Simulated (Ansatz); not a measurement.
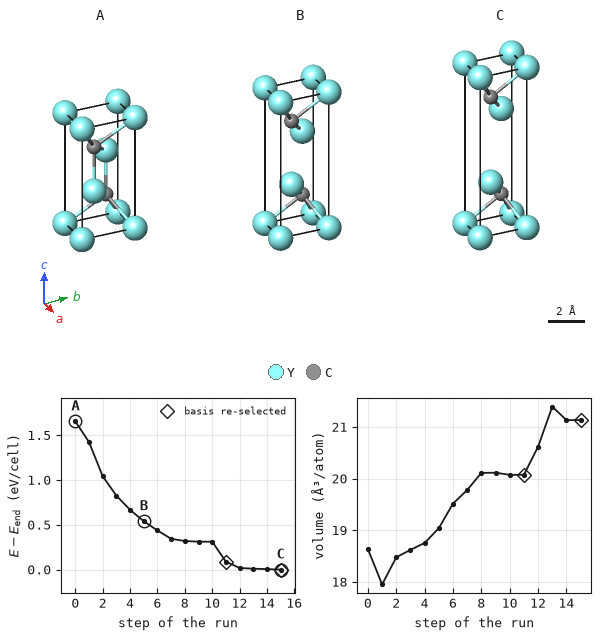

Frames of a relaxation of a crystal of Y3C2 (built on the A-type sesquioxide_164 type) (coarse preliminary run), marked on the history of the run. The picture is a ball-and-stick view of the cell of the calculation, seen slightly off an axis.

Case: anti-A-type sesquioxide type (P-3m1, No. 164).

The calculation used DFT PBE, scalar-relativistic, plane waves, PAW in Ansatz. (plane-wave cutoff 420 eV; k-point mesh 6 × 6 × 4; occupations gaussian; smearing width 0.1 eV; no spin polarisation; cell and atoms relaxed; force threshold 0.04 eV/Å; at most 70 steps)

### Describe the path.

The largest moves relative to the cell, 0.67 Å, are those of C atoms. By element the largest moves are C 0.67 Å, Y 0.55 Å. The drawn cell changes as follows: a = b 4.104 → 3.632 Å (−11.5 %), c 6.386 → 9.252 Å (+44.9 %); the volume changes by +13.4 %. Near-neighbour distances that change, for instance: C–Y 2.554 → 4.919 Å, Y–Y 3.007 → 4.326 Å, C–Y 2.840 → 2.637 Å, Y–Y 3.279 → 3.445 Å. Bonds break: C–Y (2.55 → 4.92 Å). Among the angles between lasting bonds that change: C–Y–C 112.3° → 99.2°, Y–C–Y 112.3° → 99.2°, Y–C–Y 75.9° → 86.5°. The space group stays P-3m1 (No. 164). After 13 accepted moves (15 points after the start) the energy has fallen by 1.654 eV per cell of the calculation. Largest force component: 1.1 eV/Å at the start, 0.016 eV/Å at the end. Pressure: −0.16 GPa at the start and 0.01 GPa at the end. At 2 points the geometry stayed and the basis and grid were re-selected for the new cell (energy shift of 0.222 eV per cell of the calculation at most each time). The run took 65 s on 1 thread of Arm Neoverse V1, on a shared host, peak memory 0.37 GiB. From step 0 to 5: C atoms move most (0.36 Å), volume +2.2 %, energy −1.114 eV per cell of the calculation. From step 5 to 15: Y atoms move most (0.36 Å), volume +11.0 %, energy −0.540 eV per cell of the calculation.
